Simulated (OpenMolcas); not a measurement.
**AlSbH3F (SMILES [F][AlH][SbH2]): levels of theory compared**

Wanted: a comparison of 6 runs (HF/3-21G, B2PLYP/def2-SVP, BHLYP/def2-SVP, BLYP/def2-SVP, TPSS/def2-SVP, CCSD(T)/def2-SVP) of AlSbH3F. 

The results are computed with OpenMolcas 26.06.

### Step 1. The molecule

AlSbH3F: 6 atoms, total charge 0, spin state singlet. As SMILES, `[F][AlH][SbH2]`. Geometry: relaxed at PBE0-D4/def2-TZVP. This is one conformer, not always the lowest.

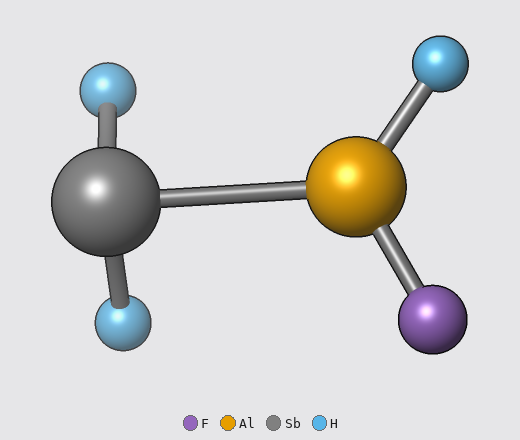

The structure, seen from a chosen angle (fluorine purple, aluminium amber, antimony grey, hydrogen blue).

### Step 2. Energy and gradient at HF/3-21G (run 1)

struct.xyz

```xyz
6

F     -1.114600    -1.632400     1.262300
Al    -0.336100    -1.039300    -0.069800
Sb     1.279900     1.003700     0.334800
H     -0.594800    -1.800700    -1.431700
H      0.842100     1.592000    -1.209900
H     -0.034400     1.812900     1.068100
```

calc.inp

```
&gateway
baslib=$CurrDir
coord=struct.xyz
basis=3-21G
group=NoSym
&seward
&scf
thresholds=1e-10 1e-07 1e-07 1e-05
prorbitals=1 1
&alaska
```

The basis set 3-21G is read from a file made from the Basis Set Exchange's data (not shown).

Started as:

```console
$ export MOLCAS_MEM=1860
$ pymolcas calc.inp > calc.log
```

Log:

```text
--- Start Module: gateway ---
[...]
--- Stop Module: gateway /rc=_RC_ALL_IS_WELL_ ---
[...]
      Basis functions           59
[...]
--- Start Module: scf ---
[...]
       Convergence after  13 Iterations
[...]
::    Total SCF energy                              -6626.9498771574
[...]
      Total spin, S                                     0.0000000000
[...]
      Total electronic charge=   76.000000
      Total            charge=   -0.000000
[...]
      Dipole Moment (debye):
      Origin of the operator (angstrom)=    0.7340    0.3762    0.3590
                   X=  3.4612E-01               Y=  3.4476E-01               Z= -1.3960E+00           Total=  1.4790E+00
      Quadrupole Moment (debye*angstrom):
[...]
--- Stop Module: scf /rc=_RC_ALL_IS_WELL_ ---
[...]
--- Start Module: alaska ---
[...]
 *              Molecular gradients               *
 **************************************************
  Irreducible representation: a
 ------------------------------------------------------------------------------------------
                              X                       Y                       Z
 ------------------------------------------------------------------------------------------
  F1                4.79540122942268E-03    3.84382380025805E-03   -4.03738816757659E-03
  AL2              -1.85723908899327E-03    5.75173264029338E-03    1.45450387988788E-03
  SB3              -4.17596361207018E-03   -1.18496792076783E-03    1.12680613562510E-04
  H4                1.18797110699842E-03    1.19486494467891E-03    1.96136468745767E-03
  H5               -1.79018203925940E-03   -4.13940296540627E-03    4.84184977943958E-03
  H6                1.84001240395926E-03   -5.46605049909310E-03   -4.33301079272486E-03
 ------------------------------------------------------------------------------------------
--- Stop Module: alaska /rc=_RC_ALL_IS_WELL_ ---
[...]
```

Run time: 4.8 s. Hardware: 1 thread of AMD EPYC 7R43 (Zen 3), shared host; peak memory 0.39 GiB.

### Step 3. A single-point energy at B2PLYP/def2-SVP (core potential) (run 2)

struct.xyz is that of step 2.

run.input

```
* AlFH3Sb Kohn-Sham DFT

&GATEWAY
 BasLib
 $CurrDir
 Coord
 struct.xyz
 Basis
 def2-SVP
 Group
 NoSym

&SEWARD
 GridInput
 Grid=UltraFine
 End of Grid

&SCF
 KSDFT
 B2PLYP_SCF
 Thresholds
 1e-10 1e-07 1e-07 1e-05
 PrOrbitals
 1 1

&MBPT2
 Frozen
 10
```

The basis set def2-SVP is read from a file made from the Basis Set Exchange's data (not shown).

Started as:

```console
$ export MOLCAS_MEM=1860
$ pymolcas run.input > run.log
```

Log:

```text
--- Start Module: gateway ---
[...]
--- Stop Module: gateway /rc=_RC_ALL_IS_WELL_ ---
[...]
      Basis functions           73
[...]
--- Start Module: scf ---
[...]
       Convergence after  13 Iterations
[...]
::    Total KS-DFT energy                            -583.6280300096
[...]
      Total spin, S                                     0.0000000000
[...]
      Total electronic charge=   48.000000
      Total            charge=   -0.000000
[...]
      Dipole Moment (debye):
      Origin of the operator (angstrom)=    0.7340    0.3762    0.3590
                   X=  7.5410E-01               Y=  4.3746E-01               Z= -9.8871E-01           Total=  1.3182E+00
      Quadrupole Moment (debye*angstrom):
[...]
--- Stop Module: scf /rc=_RC_ALL_IS_WELL_ ---
[...]
--- Start Module: mbpt2 ---
[...]
 ###    WARNING: MP2 implementation intended for RHF references only         ###
 ###############################################################################
MBPT2 WARNING: Reference function according to RunFile:KS-DFT
I'll assume you know what you're doing and continue
WARNING!
Default frozen orbitals as non valence orbitals is overwritten by user input.
Default values:   3
[...]
       Reference weight ( Cref**2 )         =        0.82782
::    Total MBPT2 energy                             -584.0831139464
[...]
      Total MBPT2 calculations                           0.22      0.25
--- Stop Module: mbpt2 /rc=_RC_ALL_IS_WELL_ ---
[...]
```

Wall time 18 s (1 thread of AMD EPYC 7R43 (Zen 3), shared host); peak memory 0.42 GiB.

Run 3 isn't shown in full; the table further down has it.

### Step 4. Energy and forces at BLYP/def2-SVP (core potential) (run 4)

input.xyz

```xyz
6

F     -1.114600    -1.632400     1.262300
Al    -0.336100    -1.039300    -0.069800
Sb     1.279900     1.003700     0.334800
H     -0.594800    -1.800700    -1.431700
H      0.842100     1.592000    -1.209900
H     -0.034400     1.812900     1.068100
```

test.input

```
&gateway
baslib = $CurrDir
coord = input.xyz
basis = def2-SVP
group = NoSym
&seward
gridinput
Grid=UltraFine
End of Grid
&scf
ksdft = BLYP
thresholds = 1e-10 1e-07 1e-07 1e-05
prorbitals = 1 2
&alaska
```

The basis set def2-SVP is read from a file made from the Basis Set Exchange's data (not shown).

Started as:

```console
$ export MOLCAS_MEM=1860
$ pymolcas test.input > test.log
```

Log:

```text
--- Start Module: gateway ---
[...]
--- Stop Module: gateway /rc=_RC_ALL_IS_WELL_ ---
[...]
      Basis functions           73
[...]
--- Start Module: scf ---
[...]
       Convergence after  17 Iterations
[...]
::    Total KS-DFT energy                            -584.1638998725
[...]
      Total spin, S                                     0.0000000000
[...]
      Total electronic charge=   48.000000
      Total            charge=   -0.000000
[...]
      Dipole Moment (debye):
      Origin of the operator (angstrom)=    0.7340    0.3762    0.3590
                   X=  7.6665E-01               Y=  4.5089E-01               Z= -7.1652E-01           Total=  1.1421E+00
      Quadrupole Moment (debye*angstrom):
[...]
--- Stop Module: scf /rc=_RC_ALL_IS_WELL_ ---
[...]
--- Start Module: alaska ---
[...]
 *              Molecular gradients               *
 **************************************************
  Irreducible representation: a
 ------------------------------------------------------------------------------------------
                              X                       Y                       Z
 ------------------------------------------------------------------------------------------
  F1                9.72326034322890E-03    7.92949261158782E-03   -1.57107650589197E-02
  AL2              -6.58868102038124E-03   -4.95186097632239E-03    1.38106101580355E-02
  SB3              -1.24625641216678E-02    2.38743086330118E-03   -4.69330152063163E-03
  H4                7.83553758547773E-04    2.07435162229719E-03    2.57434322898886E-03
  H5                2.13149443416238E-03   -3.22733216850413E-03    7.43532397374302E-03
  H6                6.41293660615760E-03   -4.21208195233103E-03   -3.41621078133425E-03
 ------------------------------------------------------------------------------------------
--- Stop Module: alaska /rc=_RC_ALL_IS_WELL_ ---
[...]
```

It took 27 s on 1 thread of AMD EPYC 7R43 (Zen 3), shared host; peak memory 0.42 GiB.

Run 5 isn't shown in full; the table further down has it.

### Step 5. The energy at CCSD(T)/def2-SVP (core potential) (run 6)

run.inp

```
&GATEWAY
 BasLib=$CurrDir
 Coord
 6
 angstrom
 F       -1.114600      -1.632400       1.262300
 Al      -0.336100      -1.039300      -0.069800
 Sb       1.279900       1.003700       0.334800
 H       -0.594800      -1.800700      -1.431700
 H        0.842100       1.592000      -1.209900
 H       -0.034400       1.812900       1.068100
 Basis=def2-SVP
 Group=NoSym

&SEWARD

&SCF
 Thresholds=1e-10 1e-07 1e-07 1e-05
 PrOrbitals=1 1

&RASSCF
 FileOrb=$Project.ScfOrb
 Spin=1
 Nactel=0 0 0
 Inactive=24
 Ras2=0
 OutOrbitals=Canonical
 OrbListing=Nothing

&MOTRA
 JobIph
 Frozen=10

&CCSDT
 CCT
 Triples=2
 Iterations=80
 Accuracy=1e-08
 Extrapolation=5 4
```

The basis set def2-SVP is read from a file made from the Basis Set Exchange's data (not shown).

Started as:

```console
$ export MOLCAS_MEM=1860
$ pymolcas run.inp > run.log
```

Log:

```text
--- Start Module: gateway ---
[...]
--- Stop Module: gateway /rc=_RC_ALL_IS_WELL_ ---
[...]
      Basis functions           73
[...]
       Convergence after  13 Iterations
[...]
::    Total SCF energy                               -582.2661582859
[...]
      Total spin, S                                     0.0000000000
[...]
      Number of active orbitals                  0
[...]
      Spin quantum number                      0.0
[...]
      Active orbitals                            0
[...]
      Number of CSFs                             1
[...]
      Number of root(s) required                 1
[...]
      Convergence after  4 iterations
[...]
      Natural orbitals and occupation numbers for root  1
      ************************************************************************************************************************
      *                                                    Final results                                                     *
      ************************************************************************************************************************
[...]
::    RASSCF root number  1 Total energy:   -582.26615829
[...]
      Total electronic charge=   48.000000
      Total            charge=   -0.000000
[...]
      Dipole Moment (debye):
      Origin of the operator (angstrom)=    0.7340    0.3762    0.3590
                   X=  6.9807E-01               Y=  3.7697E-01               Z= -1.1243E+00           Total=  1.3760E+00
      Quadrupole Moment (debye*angstrom):
[...]
--- Start Module: motra ---
[...]
      *** WARNING: Default frozen orbitals is overwritten by user input.
      *** Default values:   3
[...]
--- Stop Module: motra /rc=_RC_ALL_IS_WELL_ ---
--- Start Module: ccsdt ---
[...]
      Convergence after                    14  Iterations
      Total energy (diff) :    -582.66899085       0.00000000
[...]
 METHOD                       : CCSD+T(CCSD)+<T3(1)WT1> = CCSD(T)
[...]
       CCSD     =      -582.6689908496244
[...]
--- Stop Module: ccsdt /rc=_RC_ALL_IS_WELL_ ---
[...]
```

It took 43 s on 1 thread of AMD EPYC 7R43 (Zen 3), shared host; peak memory 0.41 GiB.

### Step 6. The series

```
run                              level      task  frozen core orbitals   energy (Eh)  dipole moment (D) of the reference  HOMO energy (eV)  LUMO energy (eV)  wall time
  1                           HF/3-21G  gradient                     –  -6626.949877                                1.48             -9.12              1.24      4.8 s
  2   B2PLYP/def2-SVP (core potential)    energy                    10   -583.750903                                1.32             -7.89             -0.32       18 s
  3    BHLYP/def2-SVP (core potential)  gradient                     –   -584.126705                                1.34             -7.97             -0.59       33 s
  4     BLYP/def2-SVP (core potential)  gradient                     –   -584.163900                                1.14             -5.94             -1.94       27 s
  5     TPSS/def2-SVP (core potential)  gradient                     –   -584.166565                                1.09             -6.25             -1.96       32 s
  6  CCSD(T)/def2-SVP (core potential)    energy                    10   -582.677338                                1.38             -9.27              1.37       43 s
```

### Step 7. Outcome

```
                                           quantity          value
                                run 6: total energy  -582.67734 Eh
          run 6: dipole moment (mean-field density)         1.38 D
         run 6: HOMO energy (Hartree–Fock orbitals)       -9.27 eV
         run 6: LUMO energy (Hartree–Fock orbitals)        1.37 eV
       run 6: HOMO–LUMO gap (Hartree–Fock orbitals)       10.64 eV
run 6: correlation energy (10 core orbitals frozen)     -411.2 mEh
                              run 6: (T) correction      -8.35 mEh
```

Over runs 1, 2, 3, 4, 5 the dipole moment (its size) runs from 1.09 D (TPSS/def2-SVP) to 1.48 D (HF/3-21G). The two ends differ in method and basis and core potential. Over runs 1, 2, 3, 4, 5 the HOMO–LUMO gap runs from 4.01 eV (BLYP/def2-SVP) to 10.36 eV (HF/3-21G). For B2PLYP the log adds the whole second-order term; the table takes 0.27 of it, as the functional is defined. Totals of different functionals can't be ranked against each other. Some runs of one species differ in core potentials or relativity; totals across that change don't compare. In run 1 relativity is left out where basis or elements ask for it. All runs together took 2.6 min, the longest 43 s.
